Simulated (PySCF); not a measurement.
**C5H6F2: geometry, spin-spin couplings**

What spin-spin couplings should C5H6F2 (`FC(F)[C@H]1C=CC1`) show?

The runs use PySCF 2.14.0, with density-fitted response routines of our own; the level of theory stands in each step. All values are computed, except where a source is named. Atoms are numbered from 0 throughout.

### Step 1. The molecule as given

13 atoms, charge 0, multiplicity 1; geometry from: GFN2-xTB. The atoms were then displaced at random by about 0.01 Å, so the start is not that level's minimum.

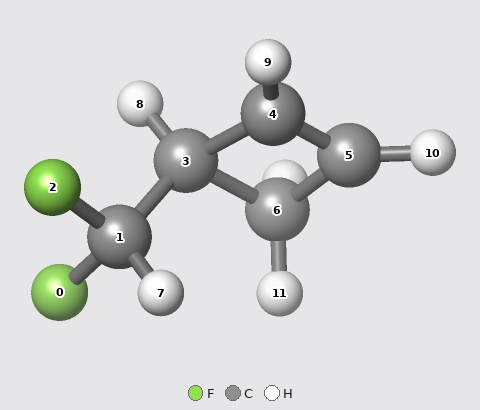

The starting geometry (fluorine green, carbon grey, hydrogen white), atoms numbered.

### Step 2. Geometry optimisation at PBE0-D3(BJ)/def2-SVP

Job settings and geometry (Å):

```
{"job": {"xc": "PBE0", "basis": "def2-SVP", "d3": "d3bj", "grid": 1, "shake": 0.01, "kind": "geom"}, "charge": 0, "multiplicity": 1}
F      2.352250    -0.698780    -0.573150
C      1.379710     0.291610    -0.668720
F      2.027500     1.473190    -0.576040
C      0.392520     0.159530     0.437070
C     -0.895860     0.973390     0.249750
C     -1.691110    -0.075100     0.146070
C     -0.564760    -1.080380     0.313320
H      0.961490     0.248910    -1.680130
H      0.859560     0.266820     1.423460
H     -1.036620     2.041370     0.246780
H     -2.751940    -0.219620     0.016290
H     -0.371280    -1.711990    -0.542690
H     -0.655650    -1.685830     1.197680
```

Command:

```
> OMP_NUM_THREADS=1 python probes_run.py task.json out
```

This one command runs all jobs of the session in turn.

The log of the run:

```text
step   0  E = -393.06345905  max force = 0.031288
step   1  E = -393.06665372  max force = 0.008819
step   2  E = -393.06752439  max force = 0.003772
step   3  E = -393.06773718  max force = 0.001519
step   4  E = -393.06777544  max force = 0.001149
step   5  E = -393.06778455  max force = 0.000829
step   6  E = -393.06778229  max force = 0.000978
step   7  E = -393.06778796  max force = 0.000672
step   8  E = -393.06779460  max force = 0.000449
optimisation converged
```

Run time: 50 s. Hardware: 1 thread of Arm Neoverse V2, shared host; peak memory 0.5 GiB.

Relaxation path:

```
step  energy from step 0 (eV)  largest force component (eV/Å)
   0                   0.0000                          1.6089
   1                  -0.0869                          0.4535
   2                  -0.1106                          0.1940
   3                  -0.1164                          0.0781
   4                  -0.1175                          0.0591
   5                  -0.1177                          0.0426
   6                  -0.1176                          0.0503
   7                  -0.1178                          0.0346
   8                  -0.1180                          0.0231
```

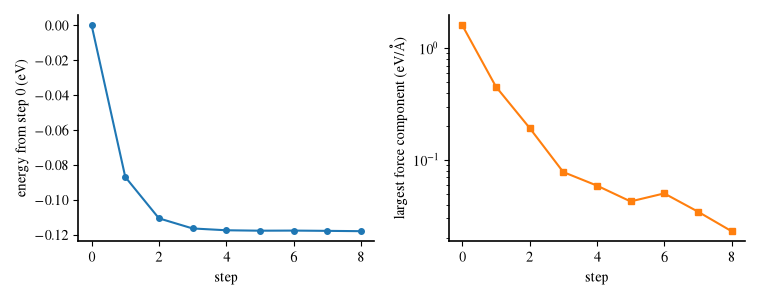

Energy and force, step by step.

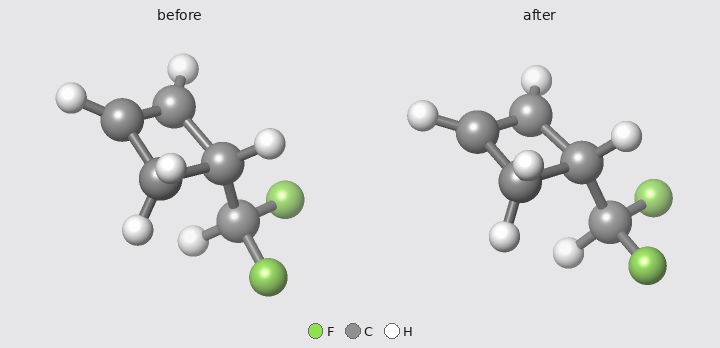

The geometry before (left) and after (right).

Close pairs (by a distance rule), those that changed most:

```csv
bond,before (Å),after (Å),change (Å)
F0–C1,1.391,1.353,-0.038
C6–H12,1.076,1.102,+0.026
C3–C4,1.535,1.511,-0.024
C6–H11,1.081,1.103,+0.022
C4–C5,1.320,1.342,+0.022
C1–C3,1.488,1.504,+0.016
C4–H9,1.077,1.093,+0.015
C5–H10,1.078,1.093,+0.015
```

The final coordinates are the input of the step that follows.

| at the end point | value |
| --- | --- |
| point group (found at 0.08 Å tolerance) | C1 |
| rotational constants (GHz, main isotopes) | 5.388, 1.981, 1.551 |
| dipole moment (D) | 2.17 |

### Step 3. Indirect couplings: B3LYP/6-31G*

Job settings and geometry (Å):

```
{"job": {"kind": "j", "xc": "B3LYP", "basis": "6-31G*"}, "charge": 0, "multiplicity": 1}
F      2.418535    -0.646185    -0.064703
C      1.484644     0.254386    -0.448933
F      2.049154     1.483404    -0.389292
C      0.292877     0.188448     0.466762
C     -0.913230     0.996489     0.046293
C     -1.690058    -0.083966    -0.124140
C     -0.616045    -1.062757     0.282912
H      1.218094     0.049375    -1.502209
H      0.651825     0.354442     1.497050
H     -1.063327     2.072318    -0.071500
H     -2.730526    -0.221551    -0.430408
H     -0.281867    -1.777863    -0.487704
H     -0.803235    -1.623858     1.212345
```

Method: B3LYP/6-31G* indirect spin-spin coupling, non-relativistic, gas phase.

The log of the run:

```text
coarse grid: 11328 points
cycle   1  E = -393.6811195818  dE =  9.915e-01  |g| = 7.629e-01  |ddm| = 3.397e+00
cycle   2  E = -393.5833488523  dE =  9.777e-02  |g| = 1.100e+00  |ddm| = 1.323e+00
cycle   3  E = -393.7857349459  dE = -2.024e-01  |g| = 7.354e-02  |ddm| = 7.875e-01
cycle   4  E = -393.7867206092  dE = -9.857e-04  |g| = 3.749e-02  |ddm| = 1.117e-01
cycle   5  E = -393.7870347055  dE = -3.141e-04  |g| = 1.236e-02  |ddm| = 4.511e-02
cycle   6  E = -393.7870694246  dE = -3.472e-05  |g| = 4.307e-03  |ddm| = 1.356e-02
cycle   7  E = -393.7870739934  dE = -4.569e-06  |g| = 8.326e-04  |ddm| = 4.325e-03
final grid: 111480 points
cycle   8  E = -393.7549227818  dE = -1.792e-05  |g| = 7.141e-03  |ddm| = 1.926e-02
cycle   9  E = -393.7549129535  dE =  9.828e-06  |g| = 1.019e-02  |ddm| = 1.585e-02
cycle  10  E = -393.7549339170  dE = -2.096e-05  |g| = 6.166e-04  |ddm| = 9.062e-03
cycle  11  E = -393.7549339959  dE = -7.894e-08  |g| = 1.937e-04  |ddm| = 7.465e-04
cycle  12  E = -393.7549340032  dE = -7.304e-09  |g| = 7.701e-05  |ddm| = 2.290e-04
cycle  13  E = -393.7549340045  dE = -1.283e-09  |g| = 2.779e-05  |ddm| = 8.429e-05
cycle  14  E = -393.7549340047  dE = -1.889e-10  |g| = 5.876e-06  |ddm| = 2.871e-05
converged SCF energy = -393.7549340047

Indirect spin-spin couplings (Hz)
  i      j    bonds     total        FC       PSO       DSO        SD
  0 F    1 C    1   -248.002  -250.335    -8.630     1.179     9.784
  0 F    2 F    2    301.739   109.192   118.915    -0.422    74.055
  0 F    3 C    2     25.474    27.191    -2.488     0.114     0.658
  0 F    4 C    3     11.729    12.269    -0.934    -0.298     0.693
  0 F    5 C    4     -0.488    -0.328     0.486    -0.265    -0.380
  0 F    6 C    3      1.262     1.345    -0.147     0.043     0.020
  0 F    7 H    2     57.505    61.198    -0.020    -0.645    -3.028
  0 F    8 H    3      6.890     7.672    -0.660     0.275    -0.397
  0 F    9 H    4     -1.432    -0.232     0.097    -1.326     0.028
  0 F   10 H    5      0.956     1.199     0.754    -1.135     0.138
  0 F   11 H    4      1.246     0.429     0.413     0.591    -0.187
  0 F   12 H    4      0.385     0.701     0.113    -0.333    -0.096
  1 C    2 F    1   -245.293  -248.284    -8.122     1.179     9.934
  1 C    3 C    1     64.434    65.328    -1.260     0.366         -
  1 C    4 C    2     -3.429    -3.390    -0.109     0.070         -
  1 C    5 C    3      5.700     5.656     0.057    -0.013         -
  1 C    6 C    2     -0.309    -0.284    -0.093     0.068         -
  1 C    7 H    1    186.738   186.043    -0.904     1.599         -
  1 C    8 H    2     -6.679    -6.730    -0.162     0.213         -
  1 C    9 H    3      0.563     0.568     0.010    -0.015         -
  1 C   10 H    4     -0.255    -0.163     0.152    -0.244         -
  1 C   11 H    3      2.942     2.805    -0.211     0.348         -
  1 C   12 H    3      1.552     1.619     0.129    -0.196         -
  2 F    3 C    2     22.328    24.582    -2.964     0.113     0.597
  2 F    4 C    3      2.559     2.613    -0.161     0.075     0.032
  2 F    5 C    4     -1.178    -1.167     0.174    -0.260     0.075
  2 F    6 C    3     10.663    11.625    -1.367    -0.294     0.699
  2 F    7 H    2     56.553    60.301    -0.061    -0.633    -3.054
  2 F    8 H    3      6.570     7.207    -0.448     0.137    -0.325
  2 F    9 H    4      0.413     0.123    -0.016     0.312    -0.006
  2 F   10 H    5      0.618     1.058     0.669    -1.089    -0.019
  2 F   11 H    4     -2.754    -1.492    -0.143    -1.127     0.008
  2 F   12 H    4      1.319     2.137     0.358    -1.304     0.128
  3 C    4 C    1     51.161    51.489    -0.595     0.268         -
  3 C    5 C    2     -6.865    -6.769    -0.142     0.045         -
  3 C    6 C    1     42.563    41.406     0.895     0.262         -
  3 C    7 H    2      7.810     7.909    -0.166     0.068         -
  3 C    8 H    1    155.783   154.270     0.209     1.304         -
  3 C    9 H    2      3.308     3.483     0.097    -0.272         -
  3 C   10 H    3     11.234    11.530     0.230    -0.526         -
  3 C   11 H    2     -3.288    -3.559     0.306    -0.035         -
  3 C   12 H    2     -3.436    -3.614     0.211    -0.033         -
  4 C    5 C    1     81.113    89.796    -8.871     0.187         -
  4 C    6 C    2     -6.655    -6.572    -0.103     0.019         -
  4 C    7 H    3      0.681     0.573    -0.042     0.150         -
  4 C    8 H    2     -7.423    -7.487     0.160    -0.095         -
  4 C    9 H    1    170.228   169.754    -0.442     0.916         -
  4 C   10 H    2     -2.961    -1.283    -1.098    -0.580         -
  4 C   11 H    3     10.791    11.100     0.103    -0.413         -
  4 C   12 H    3     10.450    10.749     0.108    -0.407         -
  5 C    6 C    1     49.607    50.047    -0.651     0.211         -
  5 C    7 H    4     -0.306    -0.333    -0.013     0.039         -
  5 C    8 H    3     10.241    10.533     0.096    -0.387         -
  5 C    9 H    2     -3.012    -1.350    -1.073    -0.588         -
  5 C   10 H    1    168.065   167.654    -0.424     0.835         -
  5 C   11 H    2     -7.780    -7.773     0.176    -0.183         -
  5 C   12 H    2     -7.965    -7.988     0.224    -0.200         -
  6 C    7 H    3      1.214     1.119    -0.059     0.155         -
  6 C    8 H    2     -3.142    -3.319     0.262    -0.084         -
  6 C    9 H    3     11.357    11.654     0.288    -0.585         -
  6 C   10 H    2      3.835     4.077     0.166    -0.408         -
  6 C   11 H    1    154.751   153.273     0.526     0.951         -
  6 C   12 H    1    156.344   154.915     0.523     0.907         -
  7 H    8 H    3      6.912     8.002     1.560    -2.649         -
  7 H    9 H    4     -0.261    -0.046     0.178    -0.393         -
  7 H   10 H    5     -0.182     0.111     0.326    -0.619         -
  7 H   11 H    4      0.456    -0.102    -1.147     1.704         -
  7 H   12 H    4     -0.659    -0.137     0.848    -1.370         -
  8 H    9 H    3      0.953     1.446     0.535    -1.028         -
  8 H   10 H    4     -1.488    -0.661     1.122    -1.949         -
  8 H   11 H    3      0.904     1.701     1.131    -1.928         -
  8 H   12 H    3      4.382     4.344    -0.406     0.443         -
  9 H   10 H    3      2.732     3.646     0.551    -1.465         -
  9 H   11 H    4     -1.534    -0.667     1.175    -2.042         -
  9 H   12 H    4     -2.211    -1.352     1.160    -2.019         -
 10 H   11 H    3      0.919     1.523     0.645    -1.248         -
 10 H   12 H    3      1.003     1.627     0.692    -1.316         -
 11 H   12 H    2    -17.150   -16.341     1.139    -1.949         -
```

Wall time 13 s (1 thread of Arm Neoverse V2, shared host); peak memory 0.62 GiB.

This basis has no tight s functions, so the Fermi-contact terms are rough.

A choice of the couplings up to four bonds, sorted by the number of bonds; isotopes 13C, 19F, 1H:

| pair | bonds | J (Hz) | Fermi contact (Hz) | dihedral (°) |
| --- | --- | --- | --- | --- |
| F0–C1 | 1 | -248.0 | -250.3 | – |
| C1–F2 | 1 | -245.3 | -248.3 | – |
| C1–H7 | 1 | 186.7 | 186.0 | – |
| C4–H9 | 1 | 170.2 | 169.8 | – |
| C5–H10 | 1 | 168.1 | 167.7 | – |
| C6–H12 | 1 | 156.3 | 154.9 | – |
| C3–H8 | 1 | 155.8 | 154.3 | – |
| C6–H11 | 1 | 154.8 | 153.3 | – |
| C4–C5 | 1 | 81.1 | 89.8 | – |
| F0–F2 | 2 | 301.7 | 109.2 | – |
| F0–H7 | 2 | 57.5 | 61.2 | – |
| F2–H7 | 2 | 56.6 | 60.3 | – |
| F0–C3 | 2 | 25.5 | 27.2 | – |
| F2–C3 | 2 | 22.3 | 24.6 | – |
| H11–H12 | 2 | -17.1 | -16.3 | – |
| C5–H12 | 2 | -8.0 | -8.0 | – |
| C3–H7 | 2 | 7.8 | 7.9 | – |
| C5–H11 | 2 | -7.8 | -7.8 | – |
| F0–C4 | 3 | 11.7 | 12.3 | -172 |
| C6–H9 | 3 | 11.4 | 11.7 | – |
| C3–H10 | 3 | 11.2 | 11.5 | – |
| C4–H11 | 3 | 10.8 | 11.1 | – |
| F2–C6 | 3 | 10.7 | 11.6 | 168 |
| C4–H12 | 3 | 10.4 | 10.7 | – |
| C5–H8 | 3 | 10.2 | 10.5 | – |
| H7–H8 | 3 | 6.9 | 8.0 | 177 |
| F0–H8 | 3 | 6.9 | 7.7 | 56 |
| F2–H11 | 4 | -2.8 | -1.5 | – |
| H9–H12 | 4 | -2.2 | -1.4 | – |
| H9–H11 | 4 | -1.5 | -0.7 | – |
| H8–H10 | 4 | -1.5 | -0.7 | – |
| F0–H9 | 4 | -1.4 | -0.2 | – |
| F2–H12 | 4 | 1.3 | 2.1 | – |
| F0–H11 | 4 | 1.2 | 0.4 | – |
| F2–C5 | 4 | -1.2 | -1.2 | – |

The spin-dipole term was solved for some atoms only; pairs without it lack that part.

### Step 4. What came out

| quantity | value |
| --- | --- |
| point group | C1 |
| rotational constants (main isotopes) | 5.39, 1.98, 1.55 GHz |
| largest coupling of the table (B3LYP/6-31G*) | ²J(F,F) F0–F2, 301.7 Hz |

**Reading.** Over 8 steps the energy fell by 0.118 eV; of the close pairs, F0–C1 changed most, 1.391 to 1.353 Å. Of the pairs tabulated at B3LYP/6-31G*, F0–F2 couples most strongly (301.7 Hz; Fermi contact 109.2 Hz). Couplings across rotatable bonds belong to this one conformer; where others are populated, the observed values are averages. Density functionals describe couplings to fluorine poorly, F–F couplings above all, so those rows are rough. Couplings from bases without tight functions are rough.
